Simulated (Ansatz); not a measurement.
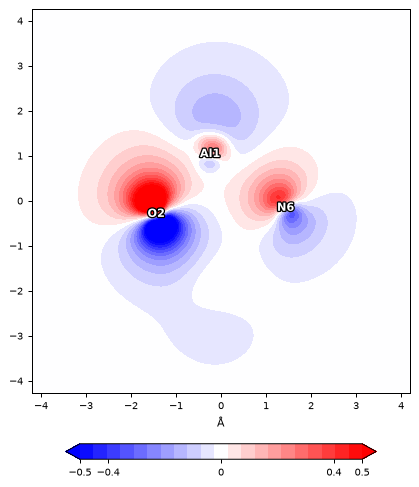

Figure 1: AlH₆NO···H₂O. The HOMO−1 on the plane of atoms O2, Al1 and N6 (values in Å⁻³ᐟ²; the overall sign is arbitrary).

Method: RKS B3LYP-D4/cc-pVDZ (Ansatz 0.2.0).

```yaml
atoms:
  - { symbol: Al, position_ang: [0.1964, -1.3603, 0.3062] }
  - { symbol: O, position_ang: [0.6642, -0.6546, -1.2839] }
  - { symbol: H, position_ang: [-0.8281, -2.5864, 0.2073] }
  - { symbol: H, position_ang: [1.3825, -1.3473, 1.3775] }
  - { symbol: H, position_ang: [-0.5214, 1.0708, 0.4491] }
  - { symbol: N, position_ang: [-0.9232, 0.2402, 0.9468] }
  - { symbol: H, position_ang: [0.5732, 1.0437, -1.2217] }
  - { symbol: O, position_ang: [0.4175, 1.9377, -0.8101] }
  - { symbol: H, position_ang: [0.5201, -1.1606, -2.0924] }
  - { symbol: H, position_ang: [-0.8695, 0.4124, 1.9537] }
  - { symbol: H, position_ang: [-1.9159, 0.1877, 0.7036] }
  - { symbol: H, position_ang: [1.3041, 2.2169, -0.5363] }
```

Describe this orbital and give its energy.

Answer. It lies mainly on O2 (about 40 %), H3 (about 15 %), Al1 (about 15 %) and O8 (about 15 %). Its energy is −7.82 eV.
